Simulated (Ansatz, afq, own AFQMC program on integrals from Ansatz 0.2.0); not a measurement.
# GeH2 (triplet): AFQMC on the coupled-cluster ladder at distance Ge1–H2 = 1.392 Å, cc-pVDZ

Aim: compute GeH2 (triplet) with auxiliary-field quantum Monte Carlo on the same integrals as coupled cluster, and set the energies side by side.

Computed with Ansatz 0.2.0, Gaussian basis, and an in-house AFQMC program (afq) on its integrals; all values are calculated. Level: cc-pVDZ, frozen cores.

Plan: Full CI; PBE (unrestricted); r2SCAN (unrestricted); PBE0 (unrestricted); B3LYP (unrestricted); wB97M-V (unrestricted); B2PLYP (unrestricted); CCSD(T) on UHF; CCSDT(Q) on UHF; Phaseless AFQMC, CISD trial on UHF.

2 further runs of the same task are left out: 2 that didn't finish.

## (1) What is computed

The geometry derives from a PBE0/def2-TZVP stationary point (not a proven minimum). One bond is set to the value named and the two fragments are kept rigid. No spin-orbit coupling is included. The filled d shell of Ge may be among the frozen orbitals whatever the setting's name suggests; the logs give the count.

3 atoms, charge 0, spin multiplicity 3.

Atoms are counted from 1 here; the program's logs count them from 0.

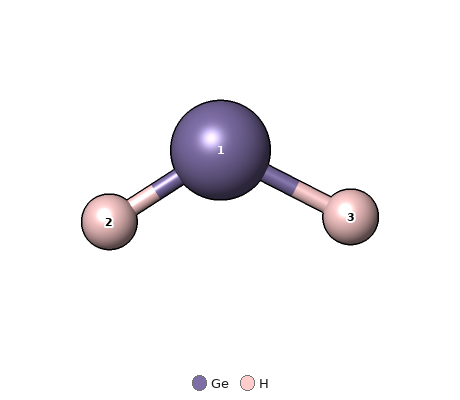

The geometry (germanium purple, hydrogen pink); atoms are numbered from 1 in the order of the file.

Geometry (Å):

| atom | x (Å) | y (Å) | z (Å) |
| --- | --- | --- | --- |
| Ge1 | 0.0000 | -0.0198 | -0.0017 |
| H2 | 0.0000 | 0.6758 | -1.2075 |
| H3 | 0.0000 | 0.7500 | 1.3327 |

## (2) Full CI

Input file in.yaml:

```yaml
crystal:
  periodic: [false, false, false]
  atoms:
    - {symbol: Ge, position_ang: [0.000000, -0.019785, -0.001737]}
    - {symbol: H, position_ang: [0.000000, 0.675810, -1.207478]}
    - {symbol: H, position_ang: [0.000000, 0.750034, 1.332664]}
basis:
  gaussian: {orbitals: cc-pVDZ}
magnetization: {spin_polarized: false, initial_magnetization: 2}
correlation: {method: fci, electrons: outside_noble_gas}
```

The run is started by

```sh
ansatz run in.yaml --threads 1 --pin off --events-out ev --progress --plain --max-ram 1382MiB
```

What it wrote:

```text
Functional definition: HF
  name "HF"
  cite "Fock, Z. Phys. 61, 126 (1930) doi:10.1007/BF01340294"
  parent pbe
  exchange = exact_x
  correlation = 0
707 factors; integrals over basis functions are off by at most 2.0e-7 eV
mean field evaluation 1: about -56501.6495 eV, gradient 7.5e0 eV
mean field evaluation 2: about -56501.6601 eV, gradient 7.5e0 eV
mean field evaluation 4: about -56502.2359 eV, gradient 6.8e-1 eV
mean field evaluation 8: about -56502.2415 eV, gradient 3.5e-4 eV
mean field -56502.24148971 eV, -2076.4190761521 hartree, gradient 6.2e-6 eV, S^2 2.000000; 0 other end points of the search recorded, 0 dependent functions left out
mean field evaluation 16: about -56502.2885 eV, gradient 6.6e-1 eV
14 core orbitals not correlated: weight in the atoms' cores, before any rotation towards them, 0.999 or more for the frozen orbitals, at most 0.000 for the correlated occupied ones
reference -56502.24148971 eV, -2076.4190761521 hartree; 4, 2 occupied and 19, 21 virtual orbitals, 707 factors
state -56504.76761519 eV, -2076.5119095511 hartree
Total energy: -56504.76761519 eV, -2076.5119095511 hartree
```

It took 4.2 s on 1 thread of Arm Neoverse V1, shared host.

From the report: 1,563,320 determinants, symmetry A''.

## (3) PBE (unrestricted)

in.yaml: that of step 2 with these lines changed.

```diff
@@ -8,3 +8,4 @@
   gaussian: {orbitals: cc-pVDZ}
-magnetization: {spin_polarized: false, initial_magnetization: 2}
-correlation: {method: fci, electrons: outside_noble_gas}
+magnetization: {spin_polarized: true, initial_magnetization: 2}
+hamiltonian: {xc: {name: PBE}}
+output: {orbitals: {seedname: orbitals}}
```

Same command.

What it wrote:

```text
Functional definition: PBE
  name "PBE"
  cite "Perdew, Burke & Ernzerhof, Phys. Rev. Lett. 77, 3865 (1996) doi:10.1103/PhysRevLett.77.3865"
  parent pbe
  parameter kappa = 0.804
  parameter beta = 0.06672455060314922
  exchange = pbe_x(kappa = kappa, mu = beta*pi^2/3)
  correlation = pbe_c(beta = beta)
413 factors; integrals over basis functions are off by at most 1.2e-3 eV
mean field evaluation 1: about -56537.7831 eV, gradient 7.7e0 eV
mean field evaluation 2: about -56538.0626 eV, gradient 4.6e0 eV
mean field evaluation 4: about -56538.2410 eV, gradient 1.6e-1 eV
mean field evaluation 8: about -56538.2400 eV, gradient 6.8e-3 eV
mean field -56538.23996776 eV, -2077.7419958198 hartree, gradient 1.9e-5 eV, S^2 2.001669; 0 other end points of the search recorded, 0 dependent functions left out
reference -56538.23999806 eV, -2077.7419969332 hartree; 18, 16 occupied and 19, 21 virtual orbitals, 413 factors
Total energy: -56538.23999806 eV, -2077.7419969332 hartree
```

Wall time 0.81 s (1 thread of Arm Neoverse V1, shared host).

From the report: ⟨S²⟩ of the determinant 2.002 (pure triplet: 2.00).

## (4) r2SCAN (unrestricted)

in.yaml: that of step 3 with these lines changed.

```diff
@@ -9,3 +9,2 @@
 magnetization: {spin_polarized: true, initial_magnetization: 2}
-hamiltonian: {xc: {name: PBE}}
-output: {orbitals: {seedname: orbitals}}
+hamiltonian: {xc: {name: r2SCAN}}
```

Launched as before.

What it wrote:

```text
Functional definition: r2SCAN
  name "r2SCAN"
  cite "Furness, Kaplan, Ning, Perdew & Sun, J. Phys. Chem. Lett. 11, 8208 (2020) doi:10.1021/acs.jpclett.0c02405"
  cite "Furness, Kaplan, Ning, Perdew & Sun, J. Phys. Chem. Lett. 11, 9248 (2020) doi:10.1021/acs.jpclett.0c03077"
  parent r2scan
  parameter k0 = 0.174
  parameter k1 = 0.065
  parameter a1 = 4.9479
  exchange = r2scan_x(k0 = k0, k1 = k1, a1 = a1)
  correlation = r2scan_c
413 factors; integrals over basis functions are off by at most 1.2e-3 eV
mean field evaluation 1: about -56546.4545 eV, gradient 6.3e0 eV
mean field evaluation 2: about -56546.6958 eV, gradient 3.0e0 eV
mean field evaluation 4: about -56546.7747 eV, gradient 1.6e-1 eV
mean field evaluation 8: about -56546.7753 eV, gradient 7.7e-3 eV
mean field -56546.77533217 eV, -2078.0556646764 hartree, gradient 5.4e-5 eV, S^2 2.003709; 0 other end points of the search recorded, 0 dependent functions left out
reference -56546.77534174 eV, -2078.0556650279 hartree; 18, 16 occupied and 19, 21 virtual orbitals, 413 factors
Total energy: -56546.77534174 eV, -2078.0556650279 hartree
```

Run time: 1.7 s. Hardware: 1 thread of Arm Neoverse V1, shared host.

From the report: ⟨S²⟩ of the determinant 2.004 (pure triplet: 2.00).

## (5) PBE0 (unrestricted)

in.yaml: that of step 4 with these lines changed.

```diff
@@ -9,2 +9,3 @@
 magnetization: {spin_polarized: true, initial_magnetization: 2}
-hamiltonian: {xc: {name: r2SCAN}}
+hamiltonian: {xc: {name: PBE0}}
+output: {orbitals: {seedname: orbitals}}
```

Launched as before.

What it wrote:

```text
Functional definition: PBE0
  name "PBE0"
  cite "Adamo & Barone, J. Chem. Phys. 110, 6158 (1999) doi:10.1063/1.478522"
  cite "Perdew, Burke & Ernzerhof, Phys. Rev. Lett. 77, 3865 (1996) doi:10.1103/PhysRevLett.77.3865"
  parent pbe
  parameter a = 0.25
  parameter kappa = 0.804
  parameter beta = 0.06672455060314922
  exchange = (1 - a)*pbe_x(kappa = kappa, mu = beta*pi^2/3) + a*exact_x
  correlation = pbe_c(beta = beta)
413 factors; integrals over basis functions are off by at most 1.2e-3 eV
mean field evaluation 1: about -56539.6508 eV, gradient 4.9e0 eV
mean field evaluation 2: about -56539.8293 eV, gradient 1.8e0 eV
mean field evaluation 4: about -56539.8580 eV, gradient 5.0e-1 eV
mean field evaluation 8: about -56539.8729 eV, gradient 1.3e-2 eV
mean field evaluation 16: about -56539.8729 eV, gradient 4.1e-5 eV
mean field -56539.87294199 eV, -2077.8020065160 hartree, gradient 4.1e-5 eV, S^2 2.002162; 0 other end points of the search recorded, 0 dependent functions left out
reference -56539.87296471 eV, -2077.8020073506 hartree; 18, 16 occupied and 19, 21 virtual orbitals, 413 factors
Total energy: -56539.87296471 eV, -2077.8020073506 hartree
```

It took 1 s on 1 thread of Arm Neoverse V1, shared host.

From the report: ⟨S²⟩ of the determinant 2.002 (pure triplet: 2.00).

## (6) B3LYP (unrestricted)

in.yaml: that of step 5 with these lines changed.

```diff
@@ -9,3 +9,2 @@
 magnetization: {spin_polarized: true, initial_magnetization: 2}
-hamiltonian: {xc: {name: PBE0}}
-output: {orbitals: {seedname: orbitals}}
+hamiltonian: {xc: {name: B3LYP}}
```

Same command.

What it wrote:

```text
Functional definition: B3LYP
  name "B3LYP"
  cite "Stephens, Devlin, Chabalowski & Frisch, J. Phys. Chem. 98, 11623 (1994) doi:10.1021/j100096a001"
  cite "Becke, Phys. Rev. A 38, 3098 (1988) doi:10.1103/PhysRevA.38.3098"
  cite "Lee, Yang & Parr, Phys. Rev. B 37, 785 (1988) doi:10.1103/PhysRevB.37.785"
  cite "Vosko, Wilk & Nusair, Can. J. Phys. 58, 1200 (1980) doi:10.1139/p80-159"
  parameter a0 = 0.2
  parameter ax = 0.72
  parameter ac = 0.81
  exchange = (1 - a0 - ax)*slater_x + ax*b88_x + a0*exact_x
  correlation = (1 - ac)*vwn_rpa_c + ac*lyp_c
413 factors; integrals over basis functions are off by at most 1.2e-3 eV
mean field evaluation 1: about -56548.0522 eV, gradient 5.6e0 eV
mean field evaluation 2: about -56548.2619 eV, gradient 2.3e0 eV
mean field evaluation 4: about -56548.3065 eV, gradient 5.2e-1 eV
mean field evaluation 8: about -56548.3191 eV, gradient 1.1e-2 eV
mean field evaluation 16: about -56548.3191 eV, gradient 3.6e-5 eV
mean field -56548.31909294 eV, -2078.1123968383 hartree, gradient 3.6e-5 eV, S^2 2.001303; 0 other end points of the search recorded, 0 dependent functions left out
reference -56548.31927936 eV, -2078.1124036890 hartree; 18, 16 occupied and 19, 21 virtual orbitals, 413 factors
Total energy: -56548.31927936 eV, -2078.1124036890 hartree
```

Wall time 1.1 s (1 thread of Arm Neoverse V1, shared host).

From the report: ⟨S²⟩ of the determinant 2.001 (pure triplet: 2.00).

## (7) wB97M-V (unrestricted)

in.yaml: that of step 6 with these lines changed.

```diff
@@ -9,2 +9,3 @@
 magnetization: {spin_polarized: true, initial_magnetization: 2}
-hamiltonian: {xc: {name: B3LYP}}
+hamiltonian: {xc: {name: wB97M-V}}
+output: {orbitals: {seedname: orbitals}}
```

Same command.

What it wrote:

```text
Functional definition: wB97M-V
  name "wB97M-V"
  cite "Mardirossian & Head-Gordon, J. Chem. Phys. 144, 214110 (2016) doi:10.1063/1.4952647"
  cite "Becke, J. Chem. Phys. 107, 8554 (1997) doi:10.1063/1.475007"
  cite "Vydrov & Van Voorhis, J. Chem. Phys. 133, 244103 (2010) doi:10.1063/1.3521275"
  # Of w^i u^j: cxij and so on, Table III.
  parameter omega = 0.3/bohr
  parameter cx = 0.15
  parameter cx01 = 1.007
  parameter cx10 = 0.259
  parameter css00 = 0.443
  parameter css04 = -1.437
  parameter css10 = -4.535
  parameter css20 = -3.390
  parameter css43 = 4.278
  parameter cos00 = 1.000
  parameter cos10 = 1.358
  parameter cos20 = 2.924
  parameter cos21 = -8.812
  parameter cos60 = -1.390
  parameter cos61 = 9.142
  parameter b = 6.0
  parameter c = 0.01
  gx(w, u) = 1 - cx + cx01*u + cx10*w
  gss(w, u) = css00 + css04*u^4 + css10*w + css20*w^2 + css43*w^4*u^3
  gos(w, u) = cos00 + cos10*w + (cos20 + cos21*u)*w^2 + (cos60 + cos61*u)*w^6
  exchange = spin_sum(e_x_unif_sr(omega)*gx(b97_w, b97_u_x)) + cx*exact_x_sr(omega) + exact_x_lr(omega)
  correlation = spin_sum(e_c_pw_mod_same_spin*gss(b97_w, b97_u_same))
      + integral(e_c_pw_mod_opposite_spin*gos(b97_w_opposite, b97_u_opposite)) + vv10(b, c)
413 factors; integrals over basis functions are off by at most 1.2e-3 eV
122 factors; integrals over basis functions are off by at most 5.0e-6 eV
mean field evaluation 1: about -56543.4368 eV, gradient 4.2e0 eV
mean field evaluation 2: about -56543.5948 eV, gradient 1.2e0 eV
mean field evaluation 4: about -56543.6191 eV, gradient 4.9e-1 eV
mean field evaluation 8: about -56543.6230 eV, gradient 1.3e-2 eV
mean field evaluation 16: about -56543.6230 eV, gradient 5.2e-5 eV
mean field -56543.62297102 eV, -2077.9398175407 hartree, gradient 5.2e-5 eV, S^2 2.001460; 0 other end points of the search recorded, 0 dependent functions left out
reference -56543.62299922 eV, -2077.9398185772 hartree; 18, 16 occupied and 19, 21 virtual orbitals, 413 factors
Total energy: -56543.62299922 eV, -2077.9398185772 hartree
```

Run time: 4.3 s. Hardware: 1 thread of Arm Neoverse V1, shared host.

From the report: ⟨S²⟩ of the determinant 2.001 (pure triplet: 2.00).

(Part 1 of 2 ends here.)
